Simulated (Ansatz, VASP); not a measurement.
**NbSi: VASP beside Ansatz**

Aim: how closely do two programs agree when they are given the same cell, functional and k mesh? The cell is invented: As first built, before any earlier steps moved the atoms (in the runner's words): it takes the WC structure with all of its atoms replaced by other elements, volume scaled by an estimate. It may not be a known or stable phase. The cell is taken from a series of VASP runs on this material, whose earlier steps may have relaxed, scaled or displaced it; both programs get it as it stands. Valence electrons are named where the data sets of a main pair hold unlike numbers.

Calculated with Ansatz 0.2.0; plane waves, with VASP 6.6.1 beside it; band structure at HSE06.

### 1. Set-up

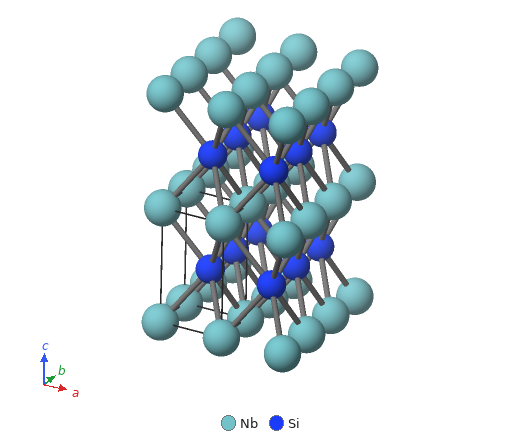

The starting structure, seen slightly off an axis (niobium teal, silicon blue). 2×3×2 cells are drawn. Bonds to atoms that aren't drawn are left out. Some periodic images of atoms are drawn too.

### 2. Ansatz: band structure, HSE06

Ansatz runs on its default PAW (the set named soft_2) files.

A single point gives forces, pressure and levels at one fixed geometry, so differences don't come from the geometry; what else differs is listed under the comparison.

File input.yaml:

```yaml
crystal:
  lattice:
    - [3.0335601418, -2.43e-08, 0.0]
    - [-1.51678064, 2.6271406017, 0.0]
    - [0.0, 0.0, 4.0525052525]
  atoms:
    - { symbol: Nb, position: [0.0, 0.0, 0.0] }
    - { symbol: Si, position: [0.66666667, 0.33333333, 0.5] }
hamiltonian:
  xc: { exchange: pbe, correlation: pbe, exx: { coeff: 0.25, omega: 0.2 } }
  pseudopotentials: { kind: paw }
kpoints:
  mp_grid: { grid: [5, 5, 4] }
  band_path:
    path:
      - [0.0, 0.0, 0.0]
      - [0.44444, 0.0, 0.0]
      - [0.38889, 0.22222, 0.0]
      - [0.18519, 0.18519, 0.0]
      - [0.0, 0.0, 0.11111]
      - [0.0, 0.0, 0.5]
      - [0.44444, 0.0, 0.5]
      - [0.38889, 0.22222, 0.5]
      - [0.18519, 0.18519, 0.5]
      - [0.5, 0.0, 0.38889]
      - [0.33333, 0.33333, 0.0]
      - [0.33333, 0.33333, 0.5]
    npoints: 1
scf:
  occupations: { method: gaussian, width: 0.02 }
  n_extra_bands: 7
output:
  forces: true
  stress: true
  eigenvalues: true
```

Command:

```bash
$ ansatz run input.yaml --threads 4 --pin off --max-ram 9216MiB --backend cpu --events-out ev --progress --plain --runs-dir out
```

Numbers of over 12 decimals in the logs are rounded to 6 here.

The log of the run:

```text
Warning: the atoms were moved onto the symmetric positions of the space group found under crystal.symmetry.tolerance 1.0e-5 (fractional; no operation is sought that the atoms, as they stand in a round, miss by more than twice it, and no atom is moved by as much as it), and the run uses the moved positions. Before a round's move an operation carried an atom to 1.52e-8 Å from where it should land, the largest such dist [...]
Warning: output.stress: scf.convergence.dr2_threshold = 1e-7 eV (the SCF's general default) is looser than the 2e-10 eV advised for a printed stress (1e-10 eV for each atom of the cell: 2). What an SCF threshold leaves in a stress goes as its square root, and in the free energy as the threshold itself, and one threshold admits the most on a small cell: [figures from the program's tests cut] Set scf.convergence.dr2_threshold to 2e-10 eV or tighter. The threshold is an SCF's pass mark: one that does not reach it within its budget of iterations ends unconverged, or closes short of it on a stop that the run arms, and scf.convergence.dr2_threshold's page says what that costs each kind of run
Warning: output.stress: scf.exx.energy_threshold = 1e-6 eV is looser than the 2e-8 eV advised for a stress under a hybrid functional (1e-8 eV for each atom of the cell: 2). Every SCF of the exchange loop can meet its threshold on dr2 while the loop round them stops early: no threshold on dr2 bounds what that leaves in the stress. Set scf.exx.energy_threshold to 2e-8 eV or tighter. The threshold is the loop's pass mark: a loop that does not reach it within its budget of cycles ends unconverged, and scf.exx.energy_threshold's page has the law
scf.n_extra_bands = 7 over 9 filled bands (N_el = 17.0): the run solves 16 bands
Engine: ansatz 0.2.0, aarch64-unknown-linux-gnu
Pseudopotentials: kind: paw
Pseudopotential: Nb, paw, valence charge 13, recommended cutoff 420 eV (normal), Nb.paw.azcp
Pseudopotential: Si, paw, valence charge 4, recommended cutoff 420 eV (normal), Si.paw.azcp
Functional definition: unnamed
  parameter a_1 = 0.25
  parameter omega_1 = 0.2/angstrom
  exchange = pbe_x + (-a_1)*pbe_x_sr(omega_1) + a_1*exact_x_sr(omega_1)
  correlation = pbe_c
Crystal: 2 atoms, lattice volume = 32.297 Å³
Basis set: ecut = 420 eV, 613 PW (Γ), exchange–correlation on 48×48×60 points (8 copies of the dense FFT grid, shifted against one another)
Bands: 16, of which v1, the nominal top of the filled ones, is band 9 counted from 1 (8 counted from 0)
Symmetry: 12 space group operations
Space group: P-6m2 (ITA 187), of the structure as read, at distance tolerance 3.2e-5 Å
k-points: 15 of 100 (time reversal used)
Non-local potential: Nb, projectors of the file, l = 0: 3, l = 1: 2, l = 2: 2, l = 3: 1
Non-local potential: Si, projectors of the file, l = 0: 2, l = 1: 2, l = 2: 2
PAW form: soft (Blöchl's): semilocal exchange-correlation on the pseudo side does not see the compensation charge
PAW frozen core: Nb, regenerated for the run's functional, and the local potential with it (the file was generated under x = pbe(κ = 0.804, μ = 0.219515), c = pbe(β = 0.066725))
PAW frozen core: Si, regenerated for the run's functional, and the local potential with it (the file was generated under x = pbe(κ = 0.804, μ = 0.219515), c = pbe(β = 0.066725))
PAW one-centre angular grid: Nb, 590 points (default); XC on 64 Gauss nodes
PAW one-centre angular grid: Si, 110 points (default); XC on 64 Gauss nodes
Initial density: superposition of atomic densities (neutral atoms: chi_scale 0, normalization atom), corrected by the library's trained network
Initial wavefunctions: pseudopotential atomic-orbital guess
Functional: x = pbe(κ = 0.804, μ = 0.219515), c = pbe(β = 0.066725), warm-up for x = pbe(κ = 0.804, μ = 0.219515) + 0.25 (exact − pbe) at short range (hse, ω = 0.2 Å⁻¹), c = pbe(β = 0.066725)
SCF iter   1: F=—  HF=-5188.790411 eV  |F-HF|=—  |Δ(HF+E_count)|=         —  Δρ=5.89e-3  dr2=9.66e-3  ethr=1.77e-3  ⟨swp⟩=7.1  Hψ=1050  notcnv=0
preconditioner: auto → none  [insulator: Δε(μ)=0.057 eV  Ē_g=9.623 eV  σ=0.020 eV  W_gap=0.67  n_scr=8 (ndim 8)  ℏωp=19.6 eV  f_vac=0.000  D(μ)=3.09/eV (n_scr^D=40)]
SCF iter   2: F=—  HF=-5188.789161 eV  |F-HF|=—  |Δ(HF+E_count)|=   1.25e-3  Δρ=2.58e-3  dr2=1.38e-3  ethr=5.68e-5  ⟨swp⟩=4.0  Hψ=546  notcnv=0  defer=5
iter 3 solved again at ethr=1.04e-7 eV; its pass at ethr=8.10e-6 eV (dr2=1.77e-5 eV) is discarded
SCF iter   3: F=—  HF=-5188.789194 eV  |F-HF|=—  |Δ(HF+E_count)|=   3.24e-5  Δρ=3.93e-4  dr2=1.79e-5  ethr=1.04e-7  ⟨swp⟩=3.1  Hψ=914  notcnv=0
SCF iter   4: F=—  HF=-5188.789200 eV  |F-HF|=—  |Δ(HF+E_count)|=   6.76e-6  Δρ=6.34e-5  dr2=8.15e-7  ethr=1.04e-7  ⟨swp⟩=2.0  Hψ=368  notcnv=0
SCF iter   5: F=—  HF=-5188.789200 eV  |F-HF|=—  |Δ(HF+E_count)|=   2.57e-7  Δρ=1.07e-5  dr2=3.25e-8  ethr=4.79e-9  ⟨swp⟩=3.0  Hψ=405  notcnv=0
SCF iter   6: F=—  HF=-5188.789200 eV  |F-HF|=—  |Δ(HF+E_count)|=   2.01e-9  Δρ=3.79e-6  dr2=2.16e-9  ethr=1.91e-10  ⟨swp⟩=3.1  Hψ=435  notcnv=0
SCF iter   7: F=-5188.789200 eV  HF=-5188.789200 eV  |F-HF|=1.36e-11  |Δ(HF+E_count)|=  2.09e-11  Δρ=6.25e-7  dr2=5.05e-11  ethr=1.27e-11  ⟨swp⟩=2.3  Hψ=373  notcnv=0
SCF 1 converged in 7 iterations: F = -5188.789200 eV  dr2 = 5.05e-11
[...]
Frozen-core exchange: fock
[...]
preconditioner: auto → none  [insulator: Δε(μ)=0.141 eV  Ē_g=10.923 eV  σ=0.020 eV  W_gap=0.67  n_scr=8 (ndim 8)  ℏωp=19.6 eV  f_vac=0.000  D(μ)=3.21/eV (n_scr^D=40)]
[...]
SCF 3 stopped early in 4 iterations: F = -5191.333618 eV  dr2 = 4.55e-6
hybrid outer 2: dexx = +8.329e-5 eV, tail = 1.34e-5 eV, Δε = 3.49e-2 eV (about 3.57e-3 eV left of the loop's levels)
Exchange kernel: α = 0.2500, screened, ω = 0.2000 Å⁻¹, Wigner–Seitz truncation, v(0) = 1103.6926 eV·Å³, q-mesh 5×5×4, nearest image of the exchange supercell L = 15.17 Å, pair-density grid 15×15×18, without the augmentation charges, whose exchange is taken in its separable form by FFT convolution over the k-point mesh (sized by the pseudopotential files, 18×18×30 at the most), smooth part of the exact exchange by density-matrix convolution
Frozen-core exchange: fock
[...]
preconditioner: auto → none  [insulator: Δε(μ)=0.144 eV  Ē_g=10.920 eV  σ=0.020 eV  W_gap=0.68  n_scr=8 (ndim 8)  ℏωp=19.6 eV  f_vac=0.000  D(μ)=3.30/eV (n_scr^D=40)]
[...]
SCF iter  18: F=-5191.334508 eV  HF=-5191.334543 eV  |F-HF|=3.42e-5  |Δ(HF+E_count)|=   5.23e-4  Δρ=5.74e-4  dr2=1.69e-4  ethr=5.34e-12  ⟨swp⟩=6.0  Hψ=1029  notcnv=0
SCF iter  19: F=-5191.334584 eV  HF=-5191.334612 eV  |F-HF|=2.78e-5  |Δ(HF+E_count)|=   6.97e-5  Δρ=4.98e-4  dr2=1.00e-4  ethr=5.34e-12  ⟨swp⟩=5.1  Hψ=915  notcnv=0
SCF iter  20: F=-5191.334631 eV  HF=-5191.334673 eV  |F-HF|=4.19e-5  |Δ(HF+E_count)|=   6.10e-5  Δρ=4.49e-4  dr2=6.96e-5  ethr=5.34e-12  ⟨swp⟩=5.2  Hψ=956  notcnv=0
SCF iter  21: F=-5191.334661 eV  HF=-5191.334669 eV  |F-HF|=7.51e-6  |Δ(HF+E_count)|=   4.71e-6  Δρ=2.82e-4  dr2=1.60e-5  ethr=5.34e-12  ⟨swp⟩=5.9  Hψ=1015  notcnv=0
SCF iter  22: F=-5191.334666 eV  HF=-5191.334668 eV  |F-HF|=1.50e-6  |Δ(HF+E_count)|=   7.92e-7  Δρ=1.78e-4  dr2=4.67e-6  ethr=5.34e-12  ⟨swp⟩=5.0  Hψ=876  notcnv=0
SCF iter  23: F=-5191.334667 eV  HF=-5191.334667 eV  |F-HF|=4.06e-7  |Δ(HF+E_count)|=   3.99e-7  Δρ=7.02e-5  dr2=9.67e-7  ethr=5.34e-12  ⟨swp⟩=5.0  Hψ=746  notcnv=0
SCF iter  24: F=-5191.334667 eV  HF=-5191.334667 eV  |F-HF|=7.90e-8  |Δ(HF+E_count)|=  4.37e-10  Δρ=3.02e-5  dr2=1.72e-7  ethr=5.34e-12  ⟨swp⟩=4.5  Hψ=669  notcnv=0
SCF 4 stopped early in 24 iterations: F = -5191.334667 eV  dr2 = 1.72e-7
hybrid outer 3: dexx = +3.043e-3 eV, tail = 2.49e-6 eV, Δε = 7.11e-2 eV (about 3.50e-3 eV left of the loop's levels)
Exchange kernel: α = 0.2500, screened, ω = 0.2000 Å⁻¹, Wigner–Seitz truncation, v(0) = 1103.6926 eV·Å³, q-mesh 5×5×4, nearest image of the exchange supercell L = 15.17 Å, pair-density grid 15×15×18, without the augmentation charges, whose exchange is taken in its separable form by FFT convolution over the k-point mesh (sized by the pseudopotential files, 18×18×30 at the most), smooth part of the exact exchange by density-matrix convolution
Frozen-core exchange: fock
SCF iter   1: F=—  HF=-5191.334688 eV  |F-HF|=—  |Δ(HF+E_count)|=         —  Δρ=1.96e-5  dr2=4.48e-8  ethr=3.70e-8  ⟨swp⟩=3.3  Hψ=533  notcnv=0
preconditioner: auto → none  [insulator: Δε(μ)=0.105 eV  Ē_g=10.924 eV  σ=0.020 eV  W_gap=1.00  n_scr=8 (ndim 8)  ℏωp=19.6 eV  f_vac=0.000  D(μ)=0.00/eV (n_scr^D=0)]
SCF iter   2: F=—  HF=-5191.334688 eV  |F-HF|=—  |Δ(HF+E_count)|=   1.01e-9  Δρ=9.59e-6  dr2=8.44e-9  ethr=2.48e-10  ⟨swp⟩=3.1  Hψ=403  notcnv=0
SCF iter   3: F=-5191.334688 eV  HF=-5191.334688 eV  |F-HF|=1.18e-9  |Δ(HF+E_count)|=   3.29e-9  Δρ=1.54e-6  dr2=1.41e-9  ethr=4.91e-11  ⟨swp⟩=3.1  Hψ=434  notcnv=0
SCF 5 converged in 3 iterations: F = -5191.334688 eV  dr2 = 1.41e-9
  Residual-converged pass: ⟨swp⟩=3.0  Hψ=425  notcnv=0  max |occ|·‖R‖ = 1.8e-6 eV (tolerance 2.0e-6 eV)  dr2=1.40e-9  dr2_onsite=4.11e-11  max |Δocc| = 5.2e-14
hybrid outer 4: dexx = +2.143e-8 eV, tail = 6.27e-9 eV, Δε = 1.76e-3 eV (about 5.11e-4 eV left of the loop's levels)
at 14 of the mixer's solves, all of them in the SCFs whose states led to this one, it left a direction of its history that read negative out of its fit and stepped the other way along it
NSCF: frozen V_eff on 12 k-points
hybrid SCF converged: 4 outer / 37 inner (+7 warm-up), last move |dexx| = 2.14e-8 eV, tail = 6.27e-9 eV
Stability not checked: this state was not tested for a lower state beside it, because the functional holds exact exchange (a hybrid, or Hartree-Fock), whose exchange loop this test does not read (fock_operator; see scf.lower_state_search)
Free energy (F): -5191.334688 eV
Frozen-core exchange: fock
Harris-Foulkes:  -5191.334688 eV  (|F-HF|=1.18e-9)
Internal energy: -5191.334687 eV  (E = F + TS)
E sigma→0 (E₀):  -5191.334688 eV
Entropy (-TS):   -0.000001 eV (-0.000 meV/atom)
Fermi energy:    14.704632 eV
--- Per-component energies (eV) ---
  E_band       = -107.593896
  E_kinetic    = 434.997995
  E_local      = -907.119344  (includes V_loc(G=0)·N_el)
  E_nonlocal   = 142.085226
  E_hartree    = 309.526359
  E_xc         = -186.465403
  E_vxc        = -208.521890  (∫ρ·V_xc dr)
  E_exx        = -42.026060  (= α·E_x^exact, valence–valence)
  E_paw        = -3590.768629  (= ΣΔE_a)
  E_vpaw       = -104.035477  (= ΣTr[D̂ρ^β])
  E_aug_tail   = 0.000013  (compensation charges beyond the density's cutoff)
  E_ewald      = -1351.088018
  E_core_change = -0.476826  (= ΣΔE_core)
  E_smearing   = -0.000001  (= −TS)
  E_closure    = 0.000000  (closes the sum)
  Σ components = -5191.334688   (vs F -5191.334688, Δ=9.09e-13)
--- Forces (eV/Å), atoms counted from 1 ---
  atom   1  Nb     0.00000000    -0.00000000    -0.00000000
  atom   2  Si     0.00000000    -0.00000000    -0.00000000
  max |Σ_I F_I| component: 1.48e-16 eV/Å
--- Stress (GPa, compression-positive) ---
       -6.147120       0.000000      -0.000000
       -0.000000      -6.147120      -0.000000
       -0.000000      -0.000000       0.750588
  P = ⅓ Tr σ = -3.8479 GPa (-38.479 kbar)
--- Band table (eV; the first three rows and the last of 15) ---
  k-point 0: bands = [... 5 lower, 10.6367, 12.6934, 14.7554, 14.7554, 17.4743, 17.4743, 22.6579, 23.0130, ... 3 higher]
  k-point 1: bands = [... 5 lower, 9.0508, 13.3027, 14.8885, 14.8885, 16.9290, 16.9290, 23.0553, 23.0553, ... 3 higher]
  k-point 2: bands = [... 5 lower, 7.4025, 13.7776, 15.0410, 15.0410, 16.4793, 16.4793, 22.5776, 22.5776, ... 3 higher]
  k-point 14: bands = [... 5 lower, 9.7556, 10.9323, 12.5902, 13.7283, 16.0945, 19.5997, 20.4390, 20.6353, ... 3 higher]
```

Wall time 16 s (4 threads of Arm Neoverse V2, shared host); peak memory 0.67 GiB.

(Continued in part 2 of 2.)

[Lines on the potential files, build, host, timing and source positions are cut from VASP's logs without a mark.]

[Logs are printed without paths, hosts, clocks, repeated set-up lines and the standing remarks that a program may print on its own settings, such as how far it seeks lower states.]

[Hosts, paths, dates, database ids (printed as entryN), source tags and the programs' standing remarks are cut or masked in the printed files.]
